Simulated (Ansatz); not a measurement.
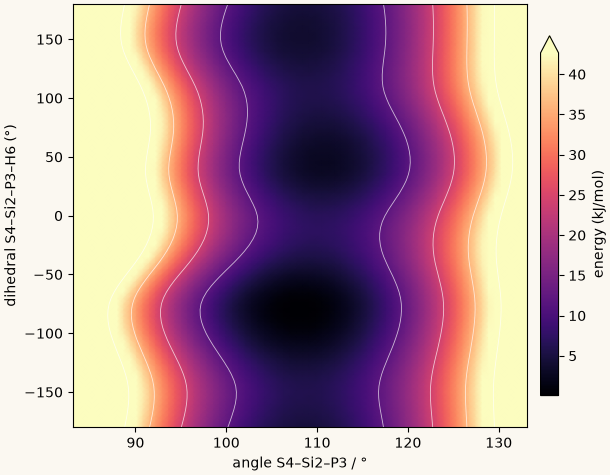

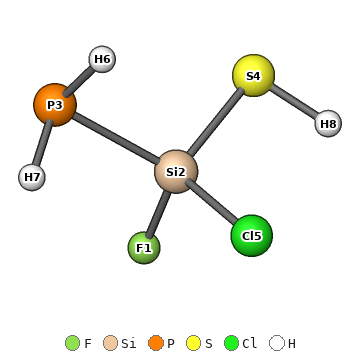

Energy landscape of ClFH₃PSSi, SMILES F[Si](P)(S)Cl. 
- The first coordinate is: angle S4–Si2–P3; the second: dihedral S4–Si2–P3–H6.
- Nothing is relaxed (all other coordinates rigid).
- Grid: 9 × 10 points.
- Energies are in kJ/mol, from the relaxed molecule at the same level.
- Computed with Ansatz 0.2.0, RKS BHLYP-D4/def2-SVP.

In the figure: a smooth colour map with a few white contour lines, one colour for all values above the top of the scale. Between grid points the surface is interpolated. The second picture is the structure at the lowest point.

Where are the wells?

Answer. The lowest grid point is at angle S4–Si2–P3 = 108.1°, dihedral S4–Si2–P3–H6 = −72°, 0.28 kJ/mol from the relaxed molecule at the same level. There are further wells near angle S4–Si2–P3 = 108.1°, dihedral S4–Si2–P3–H6 = 36° (3.4 kJ/mol above the lowest at that grid point); angle S4–Si2–P3 = 108.1°, dihedral S4–Si2–P3–H6 = 144° (3.7 kJ/mol above the lowest at that grid point). The highest grid point, angle S4–Si2–P3 = 83.1°, dihedral S4–Si2–P3–H6 = 0°, lies 113 kJ/mol above the lowest. On the interpolated surface the easiest way out of the lowest well to the well at about angle S4–Si2–P3 = 108°, dihedral S4–Si2–P3–H6 = 155° passes a barrier of about 5.8 kJ/mol, counted from the interpolated bottom of the well. Round the minimum the two coordinates are nearly uncoupled.

The values on the grid:

```tsv
dihedral S4–Si2–P3–H6 ↓, angle S4–Si2–P3 →	83.1	89.3	95.6	101.8	108.1	114.3	120.6	126.8	133.1
144	80	44	21	8	4	7	18	37	65
108	101	56	27	12	6	8	18	36	63
72	111	62	30	13	5	5	14	31	57
36	104	58	28	11	4	4	13	30	56
0	113	63	32	15	7	8	18	35	61
−36	97	54	26	11	5	8	18	36	64
−72	72	38	16	4	0	4	15	34	62
−108	73	40	18	6	2	6	17	35	63
−144	83	47	24	11	6	9	19	38	65
−180	81	46	22	9	5	8	19	37	65
```

Each point was launched as `ansatz run input.yaml --threads 1 --pin off --max-ram 2560MiB --backend cpu --events-out ev --progress --plain --runs-dir out`. The whole map (90 points run) took 9.2 min on 1 thread of Arm Neoverse V2, with other jobs on the host.
